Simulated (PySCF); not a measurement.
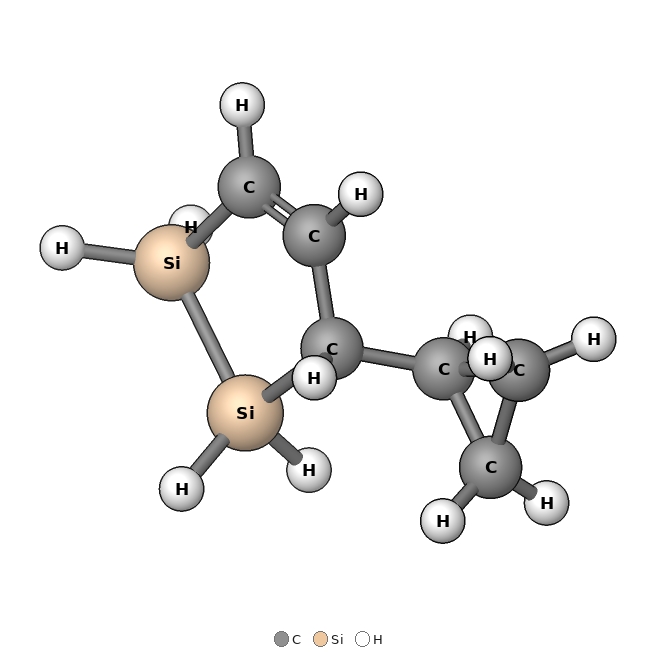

The computed structure is the end point of a GFN2-xTB optimisation. No frequency run is at hand to confirm it as a minimum. Level of theory: PBE0/pcSseg-1, gas phase (PySCF 2.14.0).

What is the HOMO energy (Kohn–Sham orbital)?

Answer. −7.35 eV.

Give the LUMO energy (Kohn–Sham orbital) at this level.

Answer. −0.22 eV.

Estimate the dipole moment.

Answer. 0.85 D.

The geometry is semi-empirical. Around Si such bond lengths and angles can be off by a tenth of an ångström or more and by several degrees, and values that hang on the shape move with them.
